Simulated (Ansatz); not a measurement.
**H6OSi2 ((H3Si)2O): density, localisation and related maps**

```yaml
atoms:
  - { symbol: Si, position_ang: [-0.9288, -1.0923, 0.6341] }
  - { symbol: H, position_ang: [-1.0302, -0.6483, 2.0476] }
  - { symbol: H, position_ang: [-0.7125, -2.5569, 0.5876] }
  - { symbol: H, position_ang: [-2.1925, -0.7529, -0.0696] }
  - { symbol: O, position_ang: [0.3414, -0.3638, -0.0955] }
  - { symbol: Si, position_ang: [0.9809, 1.0368, -0.6485] }
  - { symbol: H, position_ang: [2.3515, 0.7592, -1.1368] }
  - { symbol: H, position_ang: [0.1548, 1.5731, -1.7602] }
  - { symbol: H, position_ang: [1.0354, 2.0451, 0.4412] }
```

Geometry: r2SCAN-D4/def2-TZVP.

All numbers below come from Ansatz 0.2.0, RKS PBE0-D4/def2-TZVP.

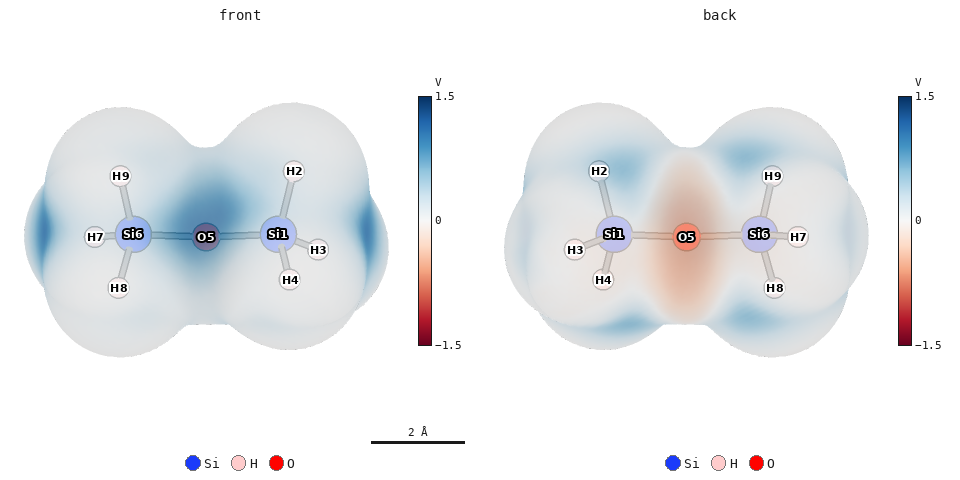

Figure 1. The electrostatic potential painted on the density surface at 0.001 e/bohr³, seen from the front and from behind; red is negative and blue positive.

### Which sites attract a positive test charge, and which a negative one?

A positive charge is drawn to the negative regions and a negative charge to the positive ones. The most negative region (about −0.5 V) lies over O5, the most positive (about +1.0 V) over Si1 and Si6.

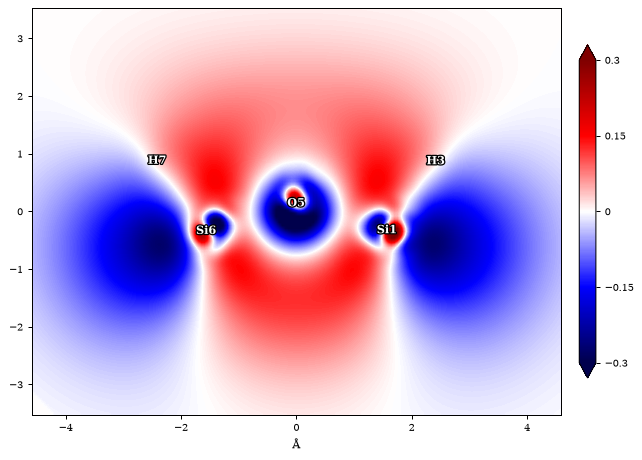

Figure 2. The LUMO on the plane of atoms O5, Si6 and H7 (values in Å⁻³ᐟ²; the overall sign is arbitrary).

### Where does this orbital lie, and at what energy?

By Hirshfeld shares it lies mainly on Si1 (about 35 %), Si6 (about 35 %) and O5 (about 10 %). Its energy is −0.22 eV.

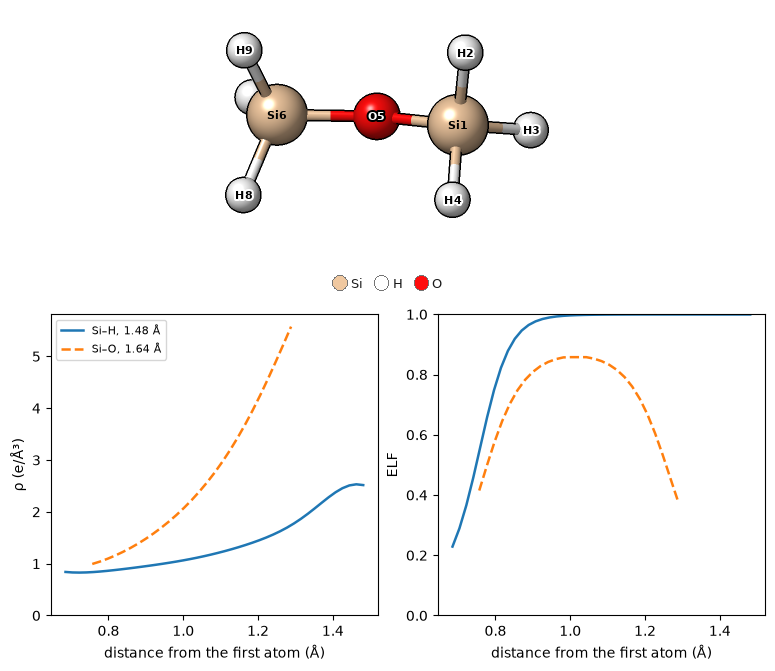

Figure 3. Total electron density and electron localisation function along straight lines between neighbouring atoms. The curves leave out the atomic cores. The structure is drawn too.

### Compare the contacts.

Si–H (1.48 Å): ρ is about 0.83 e/Å³ halfway; the ELF climbs to about 1 towards the hydrogen, as it does in any bond to H.
Si–O (1.64 Å): ρ at the midpoint is about 1.2 e/Å³; the ELF peaks at about 0.85 between the atoms; a polar covalent bond.
